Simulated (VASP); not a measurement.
Band structure of PtP (relaxed from the rock salt structure, space group Fm-3m). All values below come from PBEsol GGA, VASP's PBE PAW potentials (set 64) (plane waves; VASP).

Unless said otherwise, spin-orbit coupling is left out, though it shifts the bands of the heavy elements here.

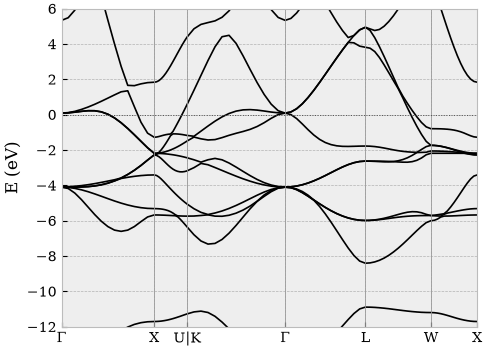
Figure. Bands along high-symmetry lines, zero at the valence-band maximum or, without a gap, the Fermi level

**Question.** Read the plot: is there a gap, and where are the band edges?

**Answer.** It has no gap at this level: it comes out as a metal or semimetal. (Edges off the drawn lines would not show.)

The structure was generated: PtP was put into the rock salt type (Fm-3m), which need not be its known phase. It was relaxed first, which changed the volume by -16 %. The electron count is odd and the run is not spin-polarised, which forces a metal.
